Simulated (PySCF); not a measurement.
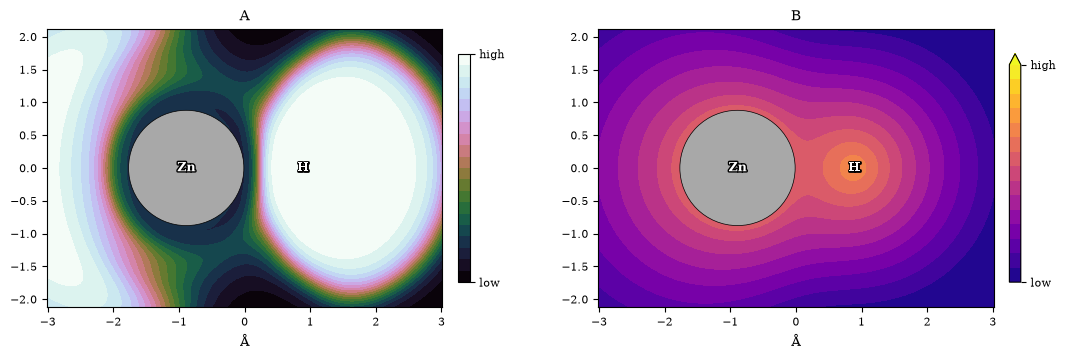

ZnH (charge −1): 2 fields on a plane that holds the molecular axis, with unlabelled colour scales. Grey discs cover the atomic cores.

Level of theory: PBE0/aug-cc-pVDZ(-PP), non-relativistic Hamiltonian with scalar-relativistic core potentials where named, at a bond length of 1.780 Å (PySCF).

**Which field does each panel show? The fields are: electron density and electron localisation function.**

Panel A: electron localisation function. Panel B: electron density. From the grid: Zn–H (1.78 Å): ρ is about 0.59 e/Å³ halfway; the ELF climbs to about 1 towards the hydrogen.
